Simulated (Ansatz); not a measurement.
# Calculations on Si$_{2}$H$_{6}$Cl

## 1. Relaxation

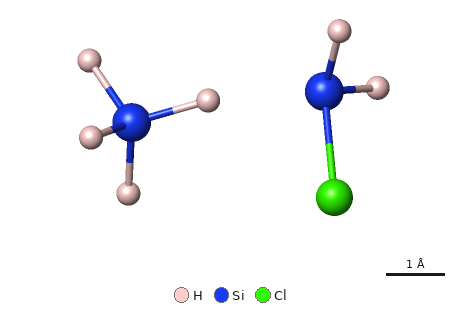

This is the input geometry for a relaxation of Si₂H₆Cl (multiplicity 2) (started from a transition state, displaced along its imaginary mode). Style: ball-and-stick. Shown at a tilt.

Theory: UKS PBE0-D4/def2-TZVP in Ansatz 0.2.0.

The input:
```yaml
crystal:
  periodic: [false, false, false]
  atoms:
    - {symbol: H, position_ang: [0.219606, 0.295140, 0.200994]}
    - {symbol: Si, position_ang: [0.558340, -1.290613, -1.139658]}
    - {symbol: Cl, position_ang: [-1.398899, -1.912490, -1.313177]}
    - {symbol: Si, position_ang: [-0.302450, 1.265510, 1.076191]}
    - {symbol: H, position_ang: [1.042252, -0.854569, -2.471530]}
    - {symbol: H, position_ang: [1.362992, -2.396831, -0.565326]}
    - {symbol: H, position_ang: [-1.297961, 2.129586, 0.374955]}
    - {symbol: H, position_ang: [-0.974294, 0.621040, 2.241979]}
    - {symbol: H, position_ang: [0.790214, 2.143125, 1.595472]}
basis:
  gaussian: {orbitals: def2-TZVP}
magnetization: {spin_polarized: true, initial_magnetization: 1}
hamiltonian: {xc: pbe0, dispersion: d4}
relax: {f_tol: 0.005, max_steps: 200}
```

What does the optimiser find from here?

Answer. H9 moves most after the best rigid fit: 1.08 Å. Largest moves by element: H 1.08 Å, Cl 0.69 Å, Si 0.57 Å. Near-neighbour distances that change, for instance: H1–Si2 2.104 → 3.408 Å, H1–Si4 1.407 → 1.486 Å, Si4–H7 1.493 → 1.484 Å, Si4–H9 1.495 → 1.486 Å. The energy falls by 8.44 kcal/mol in 20 geometry steps. Largest force component: 2.1 eV/Å at the start, 0.0021 eV/Å at the end.

History of the run:

| step | E − E(0), kcal/mol | largest force component, eV/Å |
| --- | --- | --- |
| 0 | 0.00 | 2.0850 |
| 1 | -5.73 | 0.3334 |
| 2 | -7.17 | 0.0568 |
| 3 | -7.60 | 0.1359 |
| 4 | -7.74 | 0.0368 |
| 5 | -7.78 | 0.0254 |
| 6 | -7.79 | 0.0177 |
| 7 | -7.84 | 0.1619 |
| 8 | -7.90 | 0.0194 |
| 9 | -7.94 | 0.1549 |
| 10 | -8.02 | 0.1062 |
| 11 | -8.11 | 0.1250 |
| 12 | -8.12 | 0.2365 |
| 13 | -8.29 | 0.0766 |
| 14 | -8.35 | 0.0581 |
| 15 | -8.41 | 0.0754 |
| 16 | -8.43 | 0.0496 |
| 17 | -8.44 | 0.0286 |
| 18 | -8.44 | 0.0075 |
| 19 | -8.44 | 0.0025 |
| 20 | -8.44 | 0.0021 |

The structure at the end:

```xyz
9

H     0.8792    0.9794    0.6423
Si    0.7871   -1.6753   -1.4920
Cl   -1.1688   -1.3903   -0.9284
Si   -0.3427    1.5222    1.2903
H     0.8771   -1.5164   -2.9680
H     1.2028   -3.0388   -1.0684
H    -1.2942    1.9821    0.2485
H    -0.9747    0.4669    2.1203
H     0.0339    2.6701    2.1553
```

The end point in the same view:

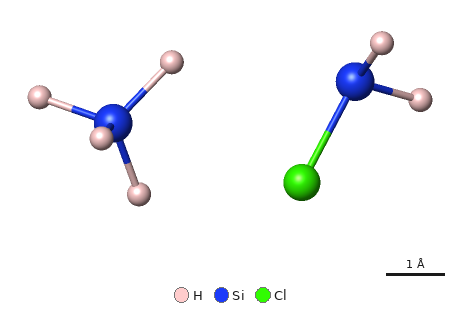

## 2. Relaxation

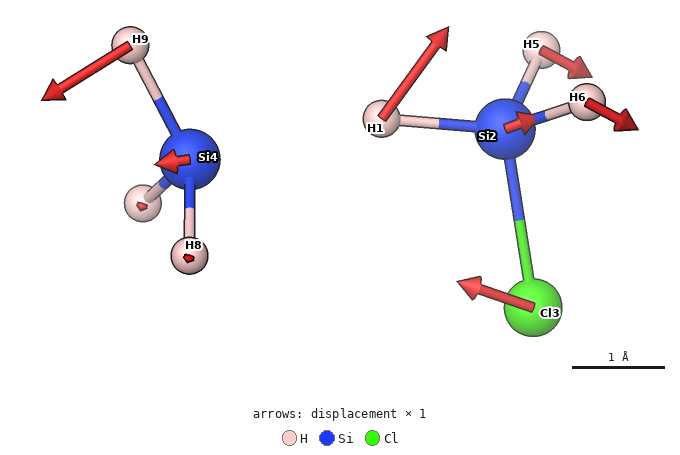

A relaxation of Si$_{2}$H$_{6}$Cl (multiplicity 2) (started from a transition state, displaced along its imaginary mode). The starting structure is drawn; red arrows show the displacements, at their true length. The two geometries are superimposed by the best rigid fit.

A ball-and-stick model, seen at a tilt.

Method: UKS PBE0-D4/def2-TZVP (Ansatz 0.2.0). (force threshold 0.005 eV/Å; at most 200 steps)

> What happened in the run?

An H atom moves most after the best rigid fit: 1.26 Å. By element the largest moves are H 1.26 Å, Cl 0.93 Å, Si 0.43 Å. Some distances before and after: H–Si 2.176 → 3.596 Å, H–Si 1.395 → 1.481 Å, H–Si 1.491 → 1.481 Å. Among the angles between lasting bonds that change: H–Si–H 113.0° → 110.6°. After 20 geometry steps the energy has fallen by 35.1 kJ/mol. The largest force component goes from 2.3 to 0.001 eV/Å.

## 3. Reaction

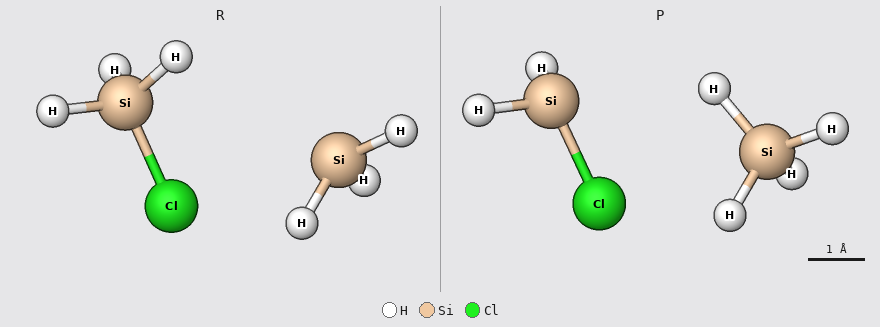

Reactant (R) and product (P) of one elementary step of Si2H6Cl (multiplicity 2). A ball-and-stick model, seen from a free direction.

Stationary points at PBE0-D4/def2-TZVP, single-point energies with CCSD(T)/CBS, BHLYP-D4, CAM-B3LYP-D4, r2SCAN-D4, SPW92 (LDA), PBE-QIDH (def2-TZVPP where no basis is named; Ansatz 0.2.0). The energies are electronic, without zero-point or thermal terms, and both ends are the relaxed geometries reached downhill from the saddle, with any fragments still in contact. CCSD(T)/CBS stands for a frozen-core estimate: MP2 correlation extrapolated from def2-TZVPP and def2-QZVPP, CCSD(T) minus MP2 from the smaller set.

**What is the transition state like, and how high is the barrier?**

Counted by bonded pieces, R holds SiH₃ + SiH₃Cl and P holds SiH₂Cl + SiH₄. From R over the saddle to P, a bond forms: H–Si (3.60 → 1.79 → 1.49 Å). A bond breaks: H–Si (1.48 → 1.75 → 3.41 Å). The saddle has one imaginary mode, 1012i cm⁻¹. The end R keeps a soft imaginary mode of 46i cm⁻¹, so it isn't quite a minimum. The end P keeps a soft imaginary mode of 51i cm⁻¹, so it isn't quite a minimum. With CCSD(T)/CBS the barrier is 47.7 kJ/mol from R and 47.1 kJ/mol from P, and P lies 0.6 kJ/mol above R.

```tsv
level	barrier from R (kJ/mol)	barrier from P (kJ/mol)	P less R (kJ/mol)
CCSD(T)/CBS	47.7	47.1	0.6
BHLYP-D4	45.6	46.6	−1.0
CAM-B3LYP-D4	39.3	41.3	−2.0
r2SCAN-D4	27.4	29.2	−1.8
SPW92 (LDA)	−3.3	2.1	−5.4
PBE-QIDH	43.4	43.1	0.3
```

Against CCSD(T)/CBS, BHLYP-D4 comes closest on the barrier from R (−2.0 kJ/mol) and SPW92 (LDA) misses most (−51.0 kJ/mol).

The saddle point in the same view, with dashed sticks for the bonds that form or break:

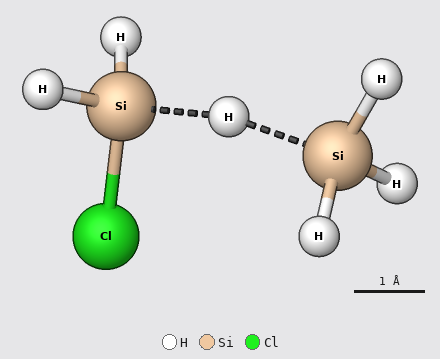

Limits of the set-up: the start holds two separate molecules, 3.6 Å apart at their closest, whose relative position is a soft coordinate.
